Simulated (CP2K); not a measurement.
**C3H5FGe (SMILES FC1=C[CH]1[GeH3]): GFN2-xTB**

Aim: the vertical ionisation energy of C3H5FGe at GFN2-xTB, from 2 runs. 

The results are computed with CP2K 2026.2.

4 further runs of the same task are left out: 2 that didn't finish, 2 set aside as unsound or not needed.

## 1. The system as given

C3H5FGe: 10 atoms, total charge 0, spin state singlet. As SMILES, `FC1=C[CH]1[GeH3]`. The coordinates come from a PBE0-D4/def2-TZVP relaxation.

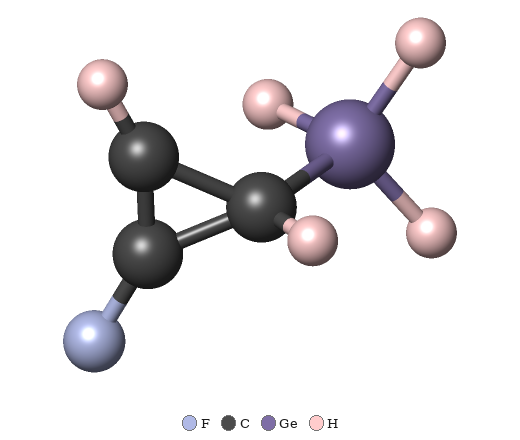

Viewed from a chosen angle; fluorine light blue, carbon dark grey, germanium purple, hydrogen pink.

## 2. Energy and gradient at GFN2-xTB

File job.inp:

```
&GLOBAL
  PROJECT job
  RUN_TYPE ENERGY_FORCE
  PRINT_LEVEL MEDIUM
&END GLOBAL
&FORCE_EVAL
  METHOD Quickstep
  &DFT
    CHARGE 0
    MULTIPLICITY 1
    # Quickstep
    &QS
      METHOD XTB
      EPS_DEFAULT 1.0E-10
      &XTB
        GFN_TYPE TBLITE
        &TBLITE
          METHOD GFN2
        &END TBLITE
        CHECK_ATOMIC_CHARGES F
      &END XTB
    &END QS
    # isolated system
    &POISSON
      PERIODIC NONE
      POISSON_SOLVER ANALYTIC
    &END POISSON
    # self-consistent field
    &SCF
      SCF_GUESS ATOMIC
      EPS_SCF 1.0E-06
      MAX_SCF 150
      ADDED_MOS 2
      &DIAGONALIZATION
        ALGORITHM STANDARD
      &END DIAGONALIZATION
      &MIXING
        METHOD DIRECT_P_MIXING
        ALPHA 0.4
      &END MIXING
      &SMEAR ON
        METHOD FERMI_DIRAC
        ELECTRONIC_TEMPERATURE [K] 300
      &END SMEAR
    &END SCF
    &PRINT
      &MOMENTS
        PERIODIC F
        REFERENCE COM
        MAX_MOMENT 1
      &END MOMENTS
      &MO ON
        ENERGIES T
        OCCUPATION_NUMBERS T
        NDIGITS 6
        &EACH
          QS_SCF 0
        &END EACH
        ADD_LAST NUMERIC
      &END MO
      &HIRSHFELD OFF
      &END HIRSHFELD
    &END PRINT
  &END DFT
  &SUBSYS
    # box in angstrom
    &CELL
      ABC [angstrom] 10.8 12.6 10.9
      PERIODIC NONE
    &END CELL
    &COORD
      F      3.991450     4.523400     6.919900
      C      4.831550     4.817200     5.965700
      C      5.912150     4.544800     5.341000
      C      5.082350     5.793100     4.903200
      Ge     5.726250     7.609900     5.266800
      H      6.808550     3.988000     5.141900
      H      4.501450     5.701300     3.980100
      H      6.478650     7.601400     6.609400
      H      4.558850     8.612000     5.337800
      H      6.685250     8.066800     4.151200
    &END COORD
  &END SUBSYS
  &PRINT
    &FORCES ON
    &END FORCES
  &END PRINT
&END FORCE_EVAL
```

Command:

```sh
OMP_NUM_THREADS=1 cp2k.psmp -i job.inp -o job.out
```

Log:

```text
CP2K| version string:                                       CP2K version 2026.2
[...]
 GLOBAL| Method name                                                        CP2K
[...]
 GLOBAL| Run type                                                   ENERGY_FORCE
[...]
                             - Atoms:                                         10
[...]
                             - Spherical basis functions:                     30
[...]
 Number of electrons:                                                         28
[...]
  *** SCF run converged in    14 steps ***
[...]
  Fermi energy:                                                -0.25567152731400
[...]
 TB_DIPOLE| Moment [Debye]          0.98362322       0.21692844      -0.91167135
 TB_DIPOLE| Derivative [a.u.]       0.00000000       0.00000000       0.00000000
[...]
 ENERGY| Total FORCE_EVAL ( QS ) energy [hartree]            -15.502667199778475
 FORCES| Atomic forces [hartree/bohr]
 FORCES|   Atom     x               y               z               |f|
 FORCES|      1 -7.03869257E-03 -2.54425880E-03  7.48925789E-03   1.05879852E-02
 FORCES|      2 -9.75681794E-03 -2.77557274E-03  1.05939422E-02   1.46673417E-02
 FORCES|      3  1.84947363E-02 -4.96070180E-04 -1.39858084E-02   2.31927617E-02
 FORCES|      4  5.64911529E-03  2.26669414E-03 -8.89761589E-03   1.07804441E-02
 FORCES|      5  3.22067090E-03  7.50028759E-03  2.37401645E-03   8.50076403E-03
 FORCES|      6 -8.45154383E-03  3.70953435E-03  2.41581417E-03   9.54072305E-03
 FORCES|      7  5.98595135E-04 -1.17752315E-03  1.58283436E-03   2.06161139E-03
 FORCES|      8 -4.94405918E-03  1.76596566E-03 -9.89274723E-03   1.11995001E-02
 FORCES|      9  9.18143224E-03 -6.27110333E-03 -4.93752715E-04   1.11296553E-02
 FORCES|     10 -6.95343638E-03 -1.97795354E-03  8.81405916E-03   1.13995709E-02
 FORCES| Sum    -5.98479599E-17  7.02563008E-17  8.50014503E-17
 FORCES| Total atomic force                                       1.25471003E-16
[...]
```

Wall time 1.2 s (1 thread of Intel Xeon Platinum 8259CL at 2.50GHz (Skylake/Cascade Lake), shared host); peak memory 0.19 GiB.

## 3. The doublet cation, same level

File run.inp:

```
&GLOBAL
  PROJECT_NAME run
  RUN_TYPE ENERGY_FORCE
  PRINT_LEVEL MEDIUM
&END

&FORCE_EVAL
  METHOD Quickstep
  &DFT
    CHARGE 1
    MULTIPLICITY 2
    LSD T
    &QS
      METHOD XTB
      EPS_DEFAULT 1.0E-10
      &XTB
        GFN_TYPE TBLITE
        &TBLITE
          METHOD GFN2
        &END
        CHECK_ATOMIC_CHARGES F
      &END
    &END
    ! cluster boundary conditions
    &POISSON
      PERIODIC NONE
      POISSON_SOLVER ANALYTIC
    &END
    ! SCF settings
    &SCF
      SCF_GUESS ATOMIC
      EPS_SCF 1.0E-06
      MAX_SCF 150
      ADDED_MOS 2
      &DIAGONALIZATION
        ALGORITHM STANDARD
      &END
      &MIXING
        METHOD DIRECT_P_MIXING
        ALPHA 0.4
      &END
      &SMEAR ON
        METHOD FERMI_DIRAC
        ELECTRONIC_TEMPERATURE [K] 300
      &END
    &END
    ! extra output
    &PRINT
      &MOMENTS
        PERIODIC F
        REFERENCE COM
        MAX_MOMENT 1
      &END
      &MO ON
        ENERGIES T
        OCCUPATION_NUMBERS T
        NDIGITS 6
        &EACH
          QS_SCF 0
        &END
        ADD_LAST NUMERIC
      &END
      &HIRSHFELD OFF
      &END
    &END
  &END
  &SUBSYS
    ! box in angstrom
    &CELL
      ABC [angstrom] 10.8 12.6 10.9
      PERIODIC NONE
    &END
    &COORD
      F      3.991450     4.523400     6.919900
      C      4.831550     4.817200     5.965700
      C      5.912150     4.544800     5.341000
      C      5.082350     5.793100     4.903200
      Ge     5.726250     7.609900     5.266800
      H      6.808550     3.988000     5.141900
      H      4.501450     5.701300     3.980100
      H      6.478650     7.601400     6.609400
      H      4.558850     8.612000     5.337800
      H      6.685250     8.066800     4.151200
    &END
  &END
  ! extra output
  &PRINT
    &FORCES ON
    &END
  &END
&END
```

Command:

```sh
OMP_NUM_THREADS=1 cp2k.psmp run.inp > run.out
```

Log:

```text
CP2K| version string:                                       CP2K version 2026.2
[...]
 GLOBAL| Method name                                                        CP2K
[...]
 GLOBAL| Run type                                                   ENERGY_FORCE
[...]
                             - Atoms:                                         10
[...]
                             - Spherical basis functions:                     30
[...]
 Number of electrons:                                                         14
[...]
  *** SCF run converged in    19 steps ***
[...]
  Fermi energy:                                                -0.62309405704501
[...]
 TB_DIPOLE| Moment [Debye]          1.21728946      -1.37649700      -1.93769968
 TB_DIPOLE| Derivative [a.u.]       0.00000000       0.00000000       0.00000000
[...]
 ENERGY| Total FORCE_EVAL ( QS ) energy [hartree]            -14.995818219585612
 FORCES| Atomic forces [hartree/bohr]
 FORCES|   Atom     x               y               z               |f|
 FORCES|      1  1.55451989E-02  5.70007243E-03 -1.81306104E-02   2.45532700E-02
 FORCES|      2 -6.98835301E-02  1.53079390E-02  4.87154518E-02   8.65519267E-02
 FORCES|      3  4.57463488E-02  1.19079319E-02 -4.20260025E-02   6.32511831E-02
 FORCES|      4  3.35081357E-03 -5.98320003E-02  6.86325873E-03   6.03174977E-02
 FORCES|      5  1.47292361E-02  4.21142172E-02  9.45333264E-03   4.56061748E-02
 FORCES|      6 -3.13775082E-03 -1.19280919E-04  8.08762331E-04   3.24249976E-03
 FORCES|      7  2.31232967E-03  8.18362869E-03 -3.76596787E-04   8.51237171E-03
 FORCES|      8 -5.47266767E-03 -4.56777608E-03 -7.61863145E-03   1.04335140E-02
 FORCES|      9  3.06234996E-03 -1.05581929E-02 -1.33453644E-03   1.10740423E-02
 FORCES|     10 -6.25232842E-03 -8.13653896E-03  3.64557209E-03   1.08896774E-02
 FORCES| Sum    -1.73472348E-16 -1.28369537E-16  1.86482774E-17
 FORCES| Total atomic force                                       2.16608291E-16
[...]
```

Wall time 1.6 s (1 thread of Intel Xeon Platinum 8259CL at 2.50GHz (Skylake/Cascade Lake), shared host); peak memory 0.19 GiB.

## 4. Outcome

At GFN2-xTB:

| quantity | value |
| --- | --- |
| singlet C3H5FGe: total energy | -15.50267 Eh |
| singlet C3H5FGe: dipole moment (from atomic charges alone) | 1.36 D |
| singlet C3H5FGe: HOMO energy | -10.69 eV |
| singlet C3H5FGe: LUMO energy | -6.06 eV |
| singlet C3H5FGe: HOMO–LUMO gap | 4.63 eV |
| singlet C3H5FGe: largest force on an atom | 1.193 eV/Å |
| doublet cation: total energy | -14.99582 Eh |
| doublet cation: HOMO energy (highest over α and β) | -17.04 eV |
| doublet cation: LUMO energy (lowest over α and β) | -16.87 eV |
| doublet cation: largest force on an atom | 4.451 eV/Å |
| vertical ionisation energy (to the doublet cation) | 13.792 eV |

In words: Removing an electron at fixed nuclei costs 13.79 eV (318 kcal/mol). The largest force (singlet C3H5FGe) is 1.19 eV/Å: the shape isn't a stationary point for this species at this level. No empirical shift is applied, and without it xTB methods put this difference several eV too high. The dipole (singlet C3H5FGe) comes from point charges on the atoms alone, without atomic dipoles, so it is partial.
